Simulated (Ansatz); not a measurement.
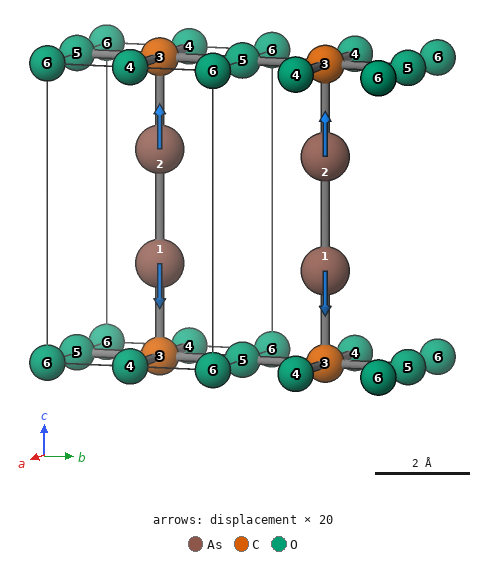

A relaxation of solid As2CO3 (a generated structure, set up in P4/mmm). The starting structure is drawn; blue arrows show the displacements (the part carried along by the change of the cell is left out), 20 times their true length.

The picture is a ball-and-stick view of the cell of the calculation, repeated 1 × 2 × 1 with one cell outlined, seen slightly off an axis.

Level of theory: DFT PBE, scalar-relativistic, plane waves, PAW (Ansatz).

The input:
```yaml
crystal:
  lattice:
    - [3.7551315129, 0.0, 0.0]
    - [0.0, 3.7551315129, 0.0]
    - [0.0, 0.0, 6.4451047603]
  atoms:
    - { symbol: As, position: [0.5, 0.5, 0.3093459397] }
    - { symbol: As, position: [0.5, 0.5, 0.6906540603] }
    - { symbol: C, position: [0.5, 0.5, 0.0] }
    - { symbol: O, position: [0.0, 0.5, 0.0] }
    - { symbol: O, position: [0.5, 0.0, 0.0] }
    - { symbol: O, position: [0.0, 0.0, 0.0] }
basis:
  ecutwfc: 420
kpoints:
  mp_grid: { grid: [10, 10, 6] }
hamiltonian:
  xc: pbe
scf:
  occupations: { method: gaussian, width: 0.1 }
output:
  forces: true
  stress: true
  eigenvalues: true
  write_density: true
  write_potential: true
  elf: true
  volumetric_format: npy
relax:
  adjacent_minimum: "off"
  f_tol: 0.01
  max_steps: 80
  cell: { stress_tol: 0.05 }
```

Run as
```bash
ansatz run input.yaml --threads 1 --pin off --max-ram 2560MiB --backend cpu --events-out ev --progress --plain --runs-dir out
```

Which element moves most?

Answer. Arsenic: up to 0.050 Å, against 0.000 Å for oxygen.

What happened in the run?

Answer. The largest moves relative to the cell, 0.050 Å, are those of As1 and As2. As2 goes along +c. O and C stay in place. The volume changes by +3.2 %, with a = b 3.755 → 3.816 Å (+1.6 %), c 6.445 → 6.438 Å (−0.1 %). Near-neighbour distances that change, for instance: As1–As2 2.458 → 2.555 Å, As1–C3 1.994 → 1.941 Å, C3–O4 1.878 → 1.908 Å. The space group stays P4/mmm (No. 123). After 6 accepted moves (8 points after the start) the energy has fallen by 4.3 meV per atom. Largest force component: 0.18 eV/Å at the start, under 0.0001 eV/Å at the end. Pressure: 0.82 GPa at the start and 0.01 GPa at the end. The SCF was repeated twice at an unchanged geometry on a basis and grid sized afresh for the cell, which shifted the energy by 1.2 meV per atom at most.
